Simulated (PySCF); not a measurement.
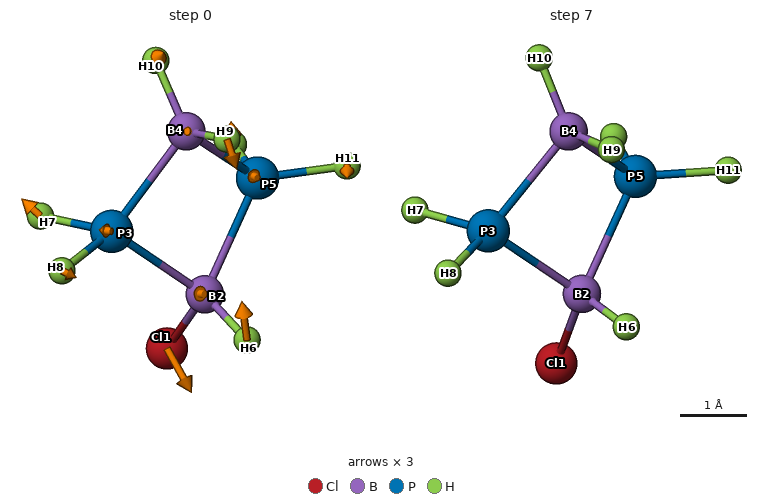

The structure of B2P2H7Cl before (left) and after (right) a relaxation, at one scale. The orange arrows give the displacements, magnified 3 times.

Style: ball-and-stick. Shown at a tilt.

The start comes from GFN2-xTB. Its atoms were then displaced at random by about 0.01 Å.

Theory: PBE0-D3(BJ)/def2-SVP geometry optimisation, gas phase (PySCF). 

**Describe what moved and what it gained.**

The Cl atom moves most after the best rigid fit: 0.27 Å. By element the largest moves are Cl 0.27 Å, H 0.22 Å, B 0.10 Å, P 0.09 Å. Among the contacts that change: B–H 1.164 → 1.217 Å, B–P 1.924 → 1.972 Å, B–H 1.183 → 1.219 Å, H–P 1.384 → 1.416 Å. Among the angles between lasting bonds that change: P–B–H 113.0° → 103.9°, Cl–B–P 113.5° → 121.1°, Cl–B–P 114.8° → 121.2°. Over 7 geometry steps the energy falls by 0.208 eV. Cost: 39 s on 1 thread of Arm Neoverse V2, with other jobs on the host.
